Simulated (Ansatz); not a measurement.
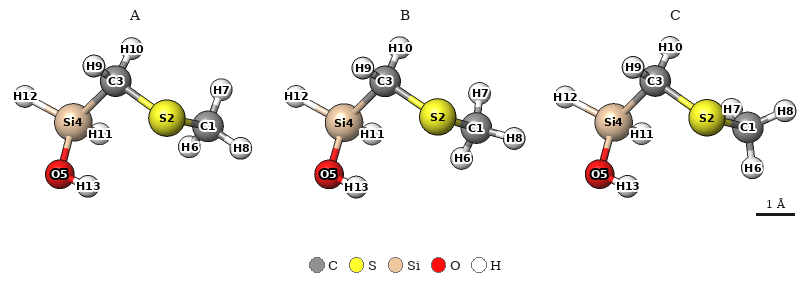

3 geometries from a converged minimum-energy path of C$_{2}$H$_{8}$OSSi, shuffled. The picture is a ball-and-stick view, seen at a tilt.

Theory: RKS CAM-B3LYP-D4/6-31G* (Ansatz). Set-up: 5 movable images; climbing image; force threshold 0.05 eV/Å; iteration limit 52; starting path through a guess of the saddle point.

> Which frame is the top of the path?

C. In order along the path, whose images run from 0 to 6: C (image 3, +0.072 eV), B (image 5, +0.013 eV), A (image 6, 0.000 eV). The motion is a rotation about the C1–S2 bond by about 120°. No bond forms or breaks between the ends. Bond angles that change up to the highest image, for instance: S2–C1–H6 107.0° → 110.6°, S2–C1–H7 112.2° → 110.0°.

Cost: 2.1 min on 2 threads of Intel(R) Xeon(R) Platinum 8488C (Sapphire Rapids), on a shared host, peak memory 0.29 GiB.
